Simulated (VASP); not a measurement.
Band structure of NaI (rock salt). Level of theory: modified Becke-Johnson potential (mBJ) with spin-orbit coupling, VASP's PBE PAW potentials (set 64) (plane waves; VASP).

mBJ is a potential without an energy functional, so only the levels count.

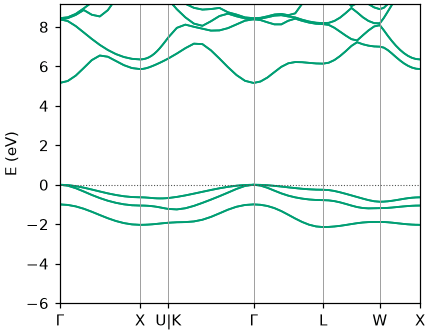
Bands along high-symmetry lines, zero at the valence-band maximum or, without a gap, the Fermi level

Problem. Read the plot: is there a gap, and where are the band edges?

Solution. The gap is direct, 5.16 eV, from the valence maximum at Γ to the conduction minimum at Γ.

Measured: gap 5.90 eV (computed value off by -0.74 eV), as given by Abedi et al., (2022), arXiv:2211.14644.

The compound is NaI in the rock salt structure. It was relaxed first. The cell's shape comes from a PBE relaxation.
